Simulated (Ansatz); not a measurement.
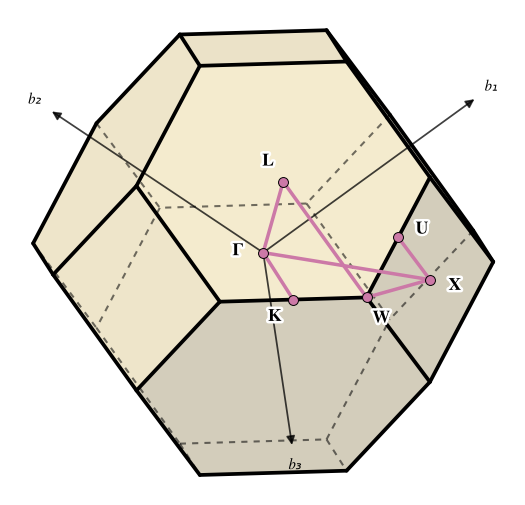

For Cu, the input geometry of an electronic-structure calculation (not necessarily at equilibrium): the figure shows the first Brillouin zone with its special points and a band path. Symmetry computed with spglib at a tolerance of 0.002 Å; standard conventional cell.

Labels and path follow the convention of Hinuma et al. (2017), as computed by seekpath; the arrows show the directions of the reciprocal primitive vectors b₁, b₂, b₃.

Which Bravais lattice has this zone?

Answer. A face-centred cubic lattice (cF; extended symbol cF2). The zone is a truncated octahedron in its combinatorial type: 14 faces (6 with 4 edges, 8 with 6 edges), 36 edges, 24 vertices.

In which order does the conventional band path visit the special points?

Answer. Γ–X–U | K–Γ–L–W–X
